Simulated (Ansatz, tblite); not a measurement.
**The cluster Li₂Te: one state, many levels, part 1 of 2**

Aim: run the singlet of the cluster Li₂Te at one geometry on many levels, and compare frontier levels, spin and run time.

Computed with Ansatz 0.2.0, Gaussian basis. Level: as each input shows.

Plan: GFN1-xTB, GFN2-xTB, PBE-D4/def2-TZVP, r2SCAN-D4/def2-TZVP, HF/def2-TZVP, BHLYP-D4/def2-TZVP, HSE06-D4/def2-TZVP, r2SCAN0-D4/def2-TZVP, ωB97X-V/def2-TZVP, PBE+5HF/def2-TZVP, PBE+10HF/def2-TZVP, PBE+15HF/def2-TZVP, PBE+35HF/def2-TZVP, PBE+50HF/def2-TZVP, PBE-D4/def2-SVP, PBE0-D4/def2-SVP, PBE0-D4/def2-TZVPD, PBE-D4/def2-TZVPD, r2SCAN-D4/def2-TZVPD, CCSD(T)/def2-TZVPP, MP2/def2-TZVP, RPA/def2-TZVP, CCSD(T)/def2-TZVPD.

## (1) The relaxed structure

The singlet was relaxed beforehand with PBE-D4/def2-TZVP. At that level it is the lowest of the isomers that a small search found.

3 atoms, charge 0, spin multiplicity 1.

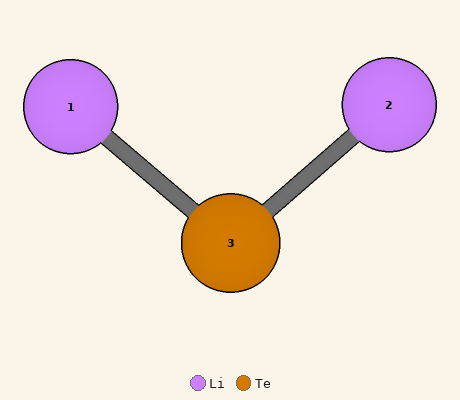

The geometry (lithium purple, tellurium orange); atoms are numbered from 1 in the order of the file.

As a file:

```xyz
3

Li    1.5089   -1.1844   -0.1178
Li   -1.6527    0.4503    0.8714
Te    0.1438    0.7341   -0.7535
```

Te takes a core potential in the def2 sets. No spin-orbit coupling is included.

PBE0-D4/def2-TZVP was run before; its log isn't repeated, and its numbers join the tables.

## (2) GFN1-xTB

Tight binding, by tblite at 300 K electronic temperature and without a spin-polarisation term:

```python
tblite.interface.Calculator('GFN1-xTB', numbers, positions, charge=0, uhf=0).singlepoint()
```

Energy -124.2310 eV, HOMO -10.00 eV, LUMO -6.80 eV; 0.002 s.

## (3) GFN2-xTB

Tight binding, by tblite at 300 K electronic temperature and without a spin-polarisation term:

```python
tblite.interface.Calculator('GFN2-xTB', numbers, positions, charge=0, uhf=0).singlepoint()
```

Energy -98.5522 eV, HOMO -7.25 eV, LUMO -4.52 eV; 0.002 s.

## (4) PBE-D4/def2-TZVP

start.molden holds the orbitals of an earlier run on this state, given as this run's starting guess.

Contents of in.yaml:

```yaml
crystal:
  periodic: [false, false, false]
  atoms:
    - {symbol: Li, position_ang: [1.508922, -1.184434, -0.117849]}
    - {symbol: Li, position_ang: [-1.652735, 0.450323, 0.871377]}
    - {symbol: Te, position_ang: [0.143812, 0.734110, -0.753528]}
basis:
  gaussian: {orbitals: def2-TZVP, initial_orbitals: start.molden}
hamiltonian: {xc: pbe, dispersion: d4}
scf: {omitted_lower_state_checks: [starts]}
output: {forces: true, orbitals: {seedname: orbitals}}
```

Run with:

```
$ ansatz run in.yaml --threads 4 --pin off --events-out ev --progress --plain --max-ram 3916MiB
```

Output:

```text
Functional definition: PBE
  name "PBE"
  cite "Perdew, Burke & Ernzerhof, Phys. Rev. Lett. 77, 3865 (1996) doi:10.1103/PhysRevLett.77.3865"
  parent pbe
  parameter kappa = 0.804
  parameter beta = 0.06672455060314922
  exchange = pbe_x(kappa = kappa, mu = beta*pi^2/3)
  correlation = pbe_c(beta = beta)
these checks for a lower state are left out or cut short: starts
644 factors; their error is unknown
mean field evaluation 1: about -7703.2349 eV, gradient 5.6e0 eV
mean field evaluation 2: about -7703.2737 eV, gradient 5.3e-2 eV
mean field evaluation 4: about -7703.1487 eV, gradient 2.1e-4 eV
mean field evaluation 8: about -7703.1487 eV, gradient 2.2e-5 eV
mean field -7703.14865069 eV, -283.0854915311 hartree, gradient 2.2e-5 eV, S^2 0.000000; 0 other end points of the search recorded, 0 dependent functions left out
the calculation of the forces begins
reference -7703.14869964 eV, -283.0854933300 hartree; 15, 15 occupied and 63, 63 virtual orbitals, 644 factors
Total energy: -7703.18958835 eV, -283.0869959626 hartree
Atom 0 at     1.508922    -1.184434    -0.117849 Å, force    -0.004929     0.004609    -0.000263 eV/Å
Atom 1 at    -1.652735     0.450323     0.871377 Å, force     0.005662    -0.000868    -0.003577 eV/Å
Atom 2 at     0.143812     0.734110    -0.753528 Å, force    -0.000733    -0.003741     0.003840 eV/Å
Dipole moment:    -0.199012    -1.015888     1.042759 e Å
Checks for a lower state left out: starts
```

Run time: 0.5 s. Hardware: 4 threads of Arm Neoverse V2, shared host.

Report: HOMO -3.60 eV, LUMO -1.82 eV.

## (5) r2SCAN-D4/def2-TZVP

Edit in.yaml of step 4 so:

```diff
@@ -8,4 +8,4 @@
   gaussian: {orbitals: def2-TZVP, initial_orbitals: start.molden}
-hamiltonian: {xc: pbe, dispersion: d4}
+hamiltonian: {xc: r2scan, dispersion: d4}
 scf: {omitted_lower_state_checks: [starts]}
-output: {forces: true, orbitals: {seedname: orbitals}}
+output: {orbitals: {seedname: orbitals}}
```

The command is unchanged.

Output:

```text
Functional definition: r2SCAN
  name "r2SCAN"
  cite "Furness, Kaplan, Ning, Perdew & Sun, J. Phys. Chem. Lett. 11, 8208 (2020) doi:10.1021/acs.jpclett.0c02405"
  cite "Furness, Kaplan, Ning, Perdew & Sun, J. Phys. Chem. Lett. 11, 9248 (2020) doi:10.1021/acs.jpclett.0c03077"
  parent r2scan
  parameter k0 = 0.174
  parameter k1 = 0.065
  parameter a1 = 4.9479
  exchange = r2scan_x(k0 = k0, k1 = k1, a1 = a1)
  correlation = r2scan_c
these checks for a lower state are left out or cut short: starts
644 factors; their error is unknown
mean field evaluation 1: about -7707.3960 eV, gradient 4.5e0 eV
mean field evaluation 2: about -7707.4166 eV, gradient 2.9e-2 eV
mean field evaluation 4: about -7707.2907 eV, gradient 1.4e-4 eV
mean field evaluation 8: about -7707.2907 eV, gradient 1.8e-5 eV
mean field -7707.29073439 eV, -283.2377102997 hartree, gradient 1.8e-5 eV, S^2 0.000000; 0 other end points of the search recorded, 0 dependent functions left out
reference -7707.29075252 eV, -283.2377109657 hartree; 15, 15 occupied and 63, 63 virtual orbitals, 644 factors
Total energy: -7707.29795297 eV, -283.2379755776 hartree
Checks for a lower state left out: starts
```

It took 0.9 s on 4 threads of Arm Neoverse V2, shared host.

From the report: HOMO -3.73 eV, LUMO -1.32 eV.

## (6) HF/def2-TZVP

Edit in.yaml of step 5 so:

```diff
@@ -8,3 +8,3 @@
   gaussian: {orbitals: def2-TZVP, initial_orbitals: start.molden}
-hamiltonian: {xc: r2scan, dispersion: d4}
+hamiltonian: {xc: hf}
 scf: {omitted_lower_state_checks: [starts]}
```

The command is unchanged.

Output:

```text
Functional definition: HF
  name "HF"
  cite "Fock, Z. Phys. 61, 126 (1930) doi:10.1007/BF01340294"
  parent pbe
  exchange = exact_x
  correlation = 0
these checks for a lower state are left out or cut short: starts
803 factors; their error is unknown
mean field evaluation 1: about -7672.0966 eV, gradient 1.4e1 eV
mean field evaluation 2: about -7672.3469 eV, gradient 2.5e-1 eV
mean field evaluation 4: about -7673.2752 eV, gradient 2.8e0 eV
mean field evaluation 8: about -7673.2809 eV, gradient 1.3e-5 eV
mean field -7673.28094050 eV, -281.9878734267 hartree, gradient 1.3e-5 eV, S^2 0.000000; 0 other end points of the search recorded, 0 dependent functions left out
reference -7673.28094050 eV, -281.9878734267 hartree; 15, 15 occupied and 63, 63 virtual orbitals, 803 factors
Total energy: -7673.28094050 eV, -281.9878734267 hartree
Checks for a lower state left out: starts
```

It took 0.2 s on 4 threads of Arm Neoverse V2, shared host.

Report: HOMO -6.22 eV, LUMO 0.14 eV.

## (7) BHLYP-D4/def2-TZVP

Edit in.yaml of step 6 so:

```diff
@@ -8,3 +8,3 @@
   gaussian: {orbitals: def2-TZVP, initial_orbitals: start.molden}
-hamiltonian: {xc: hf}
+hamiltonian: {xc: {name: BHLYP}, dispersion: d4}
 scf: {omitted_lower_state_checks: [starts]}
```

The command is unchanged.

Output:

```text
Functional definition: BHLYP
  name "BHLYP"
  cite "Becke, J. Chem. Phys. 98, 1372 (1993) doi:10.1063/1.464304"
  cite "Becke, Phys. Rev. A 38, 3098 (1988) doi:10.1103/PhysRevA.38.3098"
  cite "Lee, Yang & Parr, Phys. Rev. B 37, 785 (1988) doi:10.1103/PhysRevB.37.785"
  parameter a = 0.5
  exchange = (1 - a)*b88_x + a*exact_x
  correlation = lyp_c
these checks for a lower state are left out or cut short: starts
763 factors; their error is unknown
mean field evaluation 1: about -7702.6928 eV, gradient 3.8e0 eV
mean field evaluation 2: about -7702.7106 eV, gradient 2.4e-2 eV
mean field evaluation 4: about -7703.1324 eV, gradient 1.1e-3 eV
mean field evaluation 8: about -7703.1324 eV, gradient 8.2e-6 eV
mean field -7703.13243118 eV, -283.0848954751 hartree, gradient 8.2e-6 eV, S^2 0.000000; 0 other end points of the search recorded, 0 dependent functions left out
reference -7703.13258380 eV, -283.0849010840 hartree; 15, 15 occupied and 63, 63 virtual orbitals, 763 factors
Total energy: -7703.21107615 eV, -283.0877856244 hartree
Checks for a lower state left out: starts
```

It took 0.5 s on 4 threads of Arm Neoverse V2, shared host.

From the report: HOMO -5.10 eV, LUMO -0.96 eV.

## (8) HSE06-D4/def2-TZVP

Edit in.yaml of step 7 so:

```diff
@@ -8,3 +8,3 @@
   gaussian: {orbitals: def2-TZVP, initial_orbitals: start.molden}
-hamiltonian: {xc: {name: BHLYP}, dispersion: d4}
+hamiltonian: {xc: hse06, dispersion: d4}
 scf: {omitted_lower_state_checks: [starts]}
```

Launched as before.

Output, cut to the lines that bear on the results:

```text
Functional definition: HSE06
  name "HSE06"
  cite "Heyd, Scuseria & Ernzerhof, J. Chem. Phys. 118, 8207 (2003) doi:10.1063/1.1564060"
  cite "Krukau, Vydrov, Izmaylov & Scuseria, J. Chem. Phys. 125, 224106 (2006) doi:10.1063/1.2404663"
  cite "Heyd & Scuseria, J. Chem. Phys. 120, 7274 (2004) doi:10.1063/1.1668634"
  cite "Ernzerhof & Perdew, J. Chem. Phys. 109, 3313 (1998) doi:10.1063/1.476928"
  cite "Perdew, Burke & Ernzerhof, Phys. Rev. Lett. 77, 3865 (1996) doi:10.1103/PhysRevLett.77.3865"
  parent pbe
[...]
  # The whole range is PBE's own exchange, as in plane waves. The composition of these papers is wPBEh.
[...]
696 factors; their error is unknown
68 factors; integrals over basis functions are off by at most 6.0e-6 eV
[...]
mean field -7703.85056313 eV, -283.1112863377 hartree, gradient 1.8e-5 eV, S^2 0.000000; 0 other end points of the search recorded, 0 dependent functions left out
reference -7703.85061204 eV, -283.1112881351 hartree; 15, 15 occupied and 63, 63 virtual orbitals, 696 factors
Total energy: -7703.88443639 eV, -283.1125311571 hartree
Checks for a lower state left out: starts
```

Run time: 0.5 s. Hardware: 4 threads of Arm Neoverse V2, shared host.

Report: HOMO -4.04 eV, LUMO -1.62 eV.

## (9) r2SCAN0-D4/def2-TZVP

Edit in.yaml of step 8 so:

```diff
@@ -8,3 +8,3 @@
   gaussian: {orbitals: def2-TZVP, initial_orbitals: start.molden}
-hamiltonian: {xc: hse06, dispersion: d4}
+hamiltonian: {xc: {name: r2SCAN0}, dispersion: d4}
 scf: {omitted_lower_state_checks: [starts]}
```

The command is unchanged.

Output, cut to the lines that bear on the results:

```text
Functional definition: r2SCAN0
  name "r2SCAN0"
  cite "Bursch, Neugebauer, Ehlert & Grimme, J. Chem. Phys. 156, 134105 (2022) doi:10.1063/5.0086040"
  cite "Furness, Kaplan, Ning, Perdew & Sun, J. Phys. Chem. Lett. 11, 8208 (2020) doi:10.1021/acs.jpclett.0c02405"
  cite "Furness, Kaplan, Ning, Perdew & Sun, J. Phys. Chem. Lett. 11, 9248 (2020) doi:10.1021/acs.jpclett.0c03077"
  parent r2scan
[...]
696 factors; their error is unknown
[...]
mean field -7706.56645247 eV, -283.2110934300 hartree, gradient 2.2e-5 eV, S^2 0.000000; 0 other end points of the search recorded, 0 dependent functions left out
reference -7706.56646646 eV, -283.2110939441 hartree; 15, 15 occupied and 63, 63 virtual orbitals, 696 factors
Total energy: -7706.57623602 eV, -283.2114529689 hartree
Checks for a lower state left out: starts
```

Wall time 0.95 s (4 threads of Arm Neoverse V2, shared host).

Report: HOMO -4.51 eV, LUMO -1.02 eV.

## (10) ωB97X-V/def2-TZVP

Edit in.yaml of step 9 so:

```diff
@@ -8,3 +8,3 @@
   gaussian: {orbitals: def2-TZVP, initial_orbitals: start.molden}
-hamiltonian: {xc: {name: r2SCAN0}, dispersion: d4}
+hamiltonian: {xc: {name: wB97X-V}}
 scf: {omitted_lower_state_checks: [starts]}
```

Launched as before.

Output, cut to the lines that bear on the results:

```text
Functional definition: wB97X-V
  name "wB97X-V"
  cite "Mardirossian & Head-Gordon, Phys. Chem. Chem. Phys. 16, 9904 (2014) doi:10.1039/C3CP54374A"
  cite "Becke, J. Chem. Phys. 107, 8554 (1997) doi:10.1063/1.475007"
  cite "Vydrov & Van Voorhis, J. Chem. Phys. 133, 244103 (2010) doi:10.1063/1.3521275"
[...]
      + integral(e_c_pw_opposite_spin*poly(b97_u_opposite, cos0, cos1)) + vv10(b, c)
[...]
669 factors; their error is unknown
195 factors; integrals over basis functions are off by at most 2.8e-5 eV
[...]
mean field -7703.90512559 eV, -283.1132914708 hartree, gradient 2.4e-5 eV, S^2 0.000000; 0 other end points of the search recorded, 0 dependent functions left out
reference -7703.90512323 eV, -283.1132913843 hartree; 15, 15 occupied and 63, 63 virtual orbitals, 669 factors
Total energy: -7703.90512323 eV, -283.1132913843 hartree
Checks for a lower state left out: starts
```

It took 1.4 s on 4 threads of Arm Neoverse V2, shared host.

From the report: HOMO -6.36 eV, LUMO -0.06 eV.

## (11) PBE+5HF/def2-TZVP

Edit in.yaml of step 10 so:

```diff
@@ -8,3 +8,3 @@
   gaussian: {orbitals: def2-TZVP, initial_orbitals: start.molden}
-hamiltonian: {xc: {name: wB97X-V}}
+hamiltonian: {xc: {text: "exchange = 0.95*pbe_x + 0.05*exact_x\ncorrelation = pbe_c"}}
 scf: {omitted_lower_state_checks: [starts]}
```

Launched as before.

Output:

```text
Functional definition: unnamed
  exchange = 0.95*pbe_x + 0.05*exact_x
  correlation = pbe_c
these checks for a lower state are left out or cut short: starts
644 factors; their error is unknown
mean field evaluation 1: about -7703.3462 eV, gradient 4.5e0 eV
mean field evaluation 2: about -7703.3705 eV, gradient 3.3e-2 eV
mean field evaluation 4: about -7703.3010 eV, gradient 1.2e-4 eV
mean field evaluation 8: about -7703.3010 eV, gradient 8.8e-6 eV
mean field -7703.30102100 eV, -283.0910910367 hartree, gradient 8.8e-6 eV, S^2 0.000000; 0 other end points of the search recorded, 0 dependent functions left out
reference -7703.30106776 eV, -283.0910927552 hartree; 15, 15 occupied and 63, 63 virtual orbitals, 644 factors
Total energy: -7703.30106776 eV, -283.0910927552 hartree
Checks for a lower state left out: starts
```

Run time: 0.45 s. Hardware: 4 threads of Arm Neoverse V2, shared host.

Report: HOMO -3.76 eV, LUMO -1.72 eV.

## (12) PBE+10HF/def2-TZVP

Edit in.yaml of step 11 so:

```diff
@@ -8,3 +8,3 @@
   gaussian: {orbitals: def2-TZVP, initial_orbitals: start.molden}
-hamiltonian: {xc: {text: "exchange = 0.95*pbe_x + 0.05*exact_x\ncorrelation = pbe_c"}}
+hamiltonian: {xc: {text: "exchange = 0.90*pbe_x + 0.10*exact_x\ncorrelation = pbe_c"}}
 scf: {omitted_lower_state_checks: [starts]}
```

Same command.

Output:

```text
Functional definition: unnamed
  exchange = 0.90*pbe_x + 0.10*exact_x
  correlation = pbe_c
these checks for a lower state are left out or cut short: starts
647 factors; their error is unknown
mean field evaluation 1: about -7703.4576 eV, gradient 3.3e0 eV
mean field evaluation 2: about -7703.4708 eV, gradient 1.8e-2 eV
mean field evaluation 4: about -7703.4566 eV, gradient 8.1e-5 eV
mean field evaluation 8: about -7703.4566 eV, gradient 1.8e-5 eV
mean field -7703.45655713 eV, -283.0968068840 hartree, gradient 1.8e-5 eV, S^2 0.000000; 0 other end points of the search recorded, 0 dependent functions left out
reference -7703.45660156 eV, -283.0968085170 hartree; 15, 15 occupied and 63, 63 virtual orbitals, 647 factors
Total energy: -7703.45660156 eV, -283.0968085170 hartree
Checks for a lower state left out: starts
```

It took 0.4 s on 4 threads of Arm Neoverse V2, shared host.

Report: HOMO -3.92 eV, LUMO -1.61 eV.

## (13) PBE+15HF/def2-TZVP

Edit in.yaml of step 12 so:

```diff
@@ -8,3 +8,3 @@
   gaussian: {orbitals: def2-TZVP, initial_orbitals: start.molden}
-hamiltonian: {xc: {text: "exchange = 0.90*pbe_x + 0.10*exact_x\ncorrelation = pbe_c"}}
+hamiltonian: {xc: {text: "exchange = 0.85*pbe_x + 0.15*exact_x\ncorrelation = pbe_c"}}
 scf: {omitted_lower_state_checks: [starts]}
```

Launched as before.

Output:

```text
Functional definition: unnamed
  exchange = 0.85*pbe_x + 0.15*exact_x
  correlation = pbe_c
these checks for a lower state are left out or cut short: starts
669 factors; their error is unknown
mean field evaluation 1: about -7703.5689 eV, gradient 2.2e0 eV
mean field evaluation 2: about -7703.5744 eV, gradient 7.4e-3 eV
mean field evaluation 4: about -7703.6153 eV, gradient 8.0e-5 eV
mean field -7703.61530888 eV, -283.1026409033 hartree, gradient 8.6e-5 eV, S^2 0.000000; 0 other end points of the search recorded, 0 dependent functions left out
reference -7703.61535086 eV, -283.1026424461 hartree; 15, 15 occupied and 63, 63 virtual orbitals, 669 factors
Total energy: -7703.61535086 eV, -283.1026424461 hartree
Checks for a lower state left out: starts
```

Wall time 0.4 s (4 threads of Arm Neoverse V2, shared host).

HOMO -4.09 eV, LUMO -1.51 eV.

## (14) PBE+35HF/def2-TZVP

Edit in.yaml of step 13 so:

```diff
@@ -8,3 +8,3 @@
   gaussian: {orbitals: def2-TZVP, initial_orbitals: start.molden}
-hamiltonian: {xc: {text: "exchange = 0.85*pbe_x + 0.15*exact_x\ncorrelation = pbe_c"}}
+hamiltonian: {xc: {text: "exchange = 0.65*pbe_x + 0.35*exact_x\ncorrelation = pbe_c"}}
 scf: {omitted_lower_state_checks: [starts]}
```

Launched as before.

Output:

```text
Functional definition: unnamed
  exchange = 0.65*pbe_x + 0.35*exact_x
  correlation = pbe_c
these checks for a lower state are left out or cut short: starts
727 factors; their error is unknown
mean field evaluation 1: about -7704.0142 eV, gradient 2.5e0 eV
mean field evaluation 2: about -7704.0221 eV, gradient 1.4e-2 eV
mean field evaluation 4: about -7704.2811 eV, gradient 4.6e-4 eV
mean field evaluation 8: about -7704.2811 eV, gradient 5.9e-6 eV
mean field -7704.28105553 eV, -283.1271066414 hartree, gradient 5.9e-6 eV, S^2 0.000000; 0 other end points of the search recorded, 0 dependent functions left out
reference -7704.28108698 eV, -283.1271077971 hartree; 15, 15 occupied and 63, 63 virtual orbitals, 727 factors
Total energy: -7704.28108698 eV, -283.1271077971 hartree
Checks for a lower state left out: starts
```

Run time: 0.45 s. Hardware: 4 threads of Arm Neoverse V2, shared host.

From the report: HOMO -4.75 eV, LUMO -1.11 eV.

## (15) PBE+50HF/def2-TZVP

Edit in.yaml of step 14 so:

```diff
@@ -8,3 +8,3 @@
   gaussian: {orbitals: def2-TZVP, initial_orbitals: start.molden}
-hamiltonian: {xc: {text: "exchange = 0.65*pbe_x + 0.35*exact_x\ncorrelation = pbe_c"}}
+hamiltonian: {xc: {text: "exchange = 0.50*pbe_x + 0.50*exact_x\ncorrelation = pbe_c"}}
 scf: {omitted_lower_state_checks: [starts]}
```

Launched as before.

Output:

```text
Functional definition: unnamed
  exchange = 0.50*pbe_x + 0.50*exact_x
  correlation = pbe_c
these checks for a lower state are left out or cut short: starts
763 factors; their error is unknown
mean field evaluation 1: about -7704.3482 eV, gradient 5.9e0 eV
mean field evaluation 2: about -7704.3908 eV, gradient 7.0e-2 eV
mean field evaluation 4: about -7704.8101 eV, gradient 1.6e-3 eV
mean field evaluation 8: about -7704.8101 eV, gradient 1.6e-5 eV
mean field -7704.81006440 eV, -283.1465473589 hartree, gradient 1.6e-5 eV, S^2 0.000000; 0 other end points of the search recorded, 0 dependent functions left out
reference -7704.81008792 eV, -283.1465482233 hartree; 15, 15 occupied and 63, 63 virtual orbitals, 763 factors
Total energy: -7704.81008792 eV, -283.1465482233 hartree
Checks for a lower state left out: starts
```

Wall time 0.45 s (4 threads of Arm Neoverse V2, shared host).

Report: HOMO -5.26 eV, LUMO -0.83 eV.

## (16) PBE-D4/def2-SVP

Edit in.yaml of step 15 so:

```diff
@@ -7,4 +7,4 @@
 basis:
-  gaussian: {orbitals: def2-TZVP, initial_orbitals: start.molden}
-hamiltonian: {xc: {text: "exchange = 0.50*pbe_x + 0.50*exact_x\ncorrelation = pbe_c"}}
+  gaussian: {orbitals: def2-SVP, initial_orbitals: start.molden}
+hamiltonian: {xc: pbe, dispersion: d4}
 scf: {omitted_lower_state_checks: [starts]}
```

The command is unchanged.

Output:

```text
Functional definition: PBE
  name "PBE"
  cite "Perdew, Burke & Ernzerhof, Phys. Rev. Lett. 77, 3865 (1996) doi:10.1103/PhysRevLett.77.3865"
  parent pbe
  parameter kappa = 0.804
  parameter beta = 0.06672455060314922
  exchange = pbe_x(kappa = kappa, mu = beta*pi^2/3)
  correlation = pbe_c(beta = beta)
these checks for a lower state are left out or cut short: starts
591 factors; integrals over basis functions are off by at most 2.6e-4 eV
mean field evaluation 1: about -7702.3995 eV, gradient 2.5e1 eV
mean field evaluation 2: about -7702.5551 eV, gradient 3.4e-1 eV
mean field evaluation 4: about -7702.5434 eV, gradient 1.7e-3 eV
mean field evaluation 8: about -7702.5434 eV, gradient 2.5e-5 eV
mean field -7702.54342686 eV, -283.0632499658 hartree, gradient 2.5e-5 eV, S^2 0.000000; 0 other end points of the search recorded, 0 dependent functions left out
reference -7702.54347405 eV, -283.0632516997 hartree; 15, 15 occupied and 29, 29 virtual orbitals, 591 factors
Total energy: -7702.58436276 eV, -283.0647543323 hartree
Checks for a lower state left out: starts
```

Run time: 0.4 s. Hardware: 4 threads of Arm Neoverse V2, shared host.

Report: HOMO -3.40 eV, LUMO -1.71 eV.

## (17) PBE0-D4/def2-SVP

Edit in.yaml of step 16 so:

```diff
@@ -8,3 +8,3 @@
   gaussian: {orbitals: def2-SVP, initial_orbitals: start.molden}
-hamiltonian: {xc: pbe, dispersion: d4}
+hamiltonian: {xc: pbe0, dispersion: d4}
 scf: {omitted_lower_state_checks: [starts]}
```

The command is unchanged.

Output:

```text
Functional definition: PBE0
  name "PBE0"
  cite "Adamo & Barone, J. Chem. Phys. 110, 6158 (1999) doi:10.1063/1.478522"
  cite "Perdew, Burke & Ernzerhof, Phys. Rev. Lett. 77, 3865 (1996) doi:10.1103/PhysRevLett.77.3865"
  parent pbe
  parameter a = 0.25
  parameter kappa = 0.804
  parameter beta = 0.06672455060314922
  exchange = (1 - a)*pbe_x(kappa = kappa, mu = beta*pi^2/3) + a*exact_x
  correlation = pbe_c(beta = beta)
these checks for a lower state are left out or cut short: starts
591 factors; integrals over basis functions are off by at most 2.6e-4 eV
mean field evaluation 1: about -7703.2849 eV, gradient 2.5e1 eV
mean field evaluation 2: about -7703.3973 eV, gradient 2.0e-1 eV
mean field evaluation 4: about -7703.3882 eV, gradient 6.6e-4 eV
mean field evaluation 8: about -7703.3882 eV, gradient 2.3e-5 eV
mean field -7703.38817136 eV, -283.0942937533 hartree, gradient 2.3e-5 eV, S^2 0.000000; 0 other end points of the search recorded, 0 dependent functions left out
reference -7703.38820424 eV, -283.0942949619 hartree; 15, 15 occupied and 29, 29 virtual orbitals, 591 factors
Total energy: -7703.42292793 eV, -283.0955710337 hartree
Checks for a lower state left out: starts
```

Wall time 0.4 s (4 threads of Arm Neoverse V2, shared host).

Report: HOMO -4.24 eV, LUMO -1.21 eV.

(Continued in part 2 of 2.)
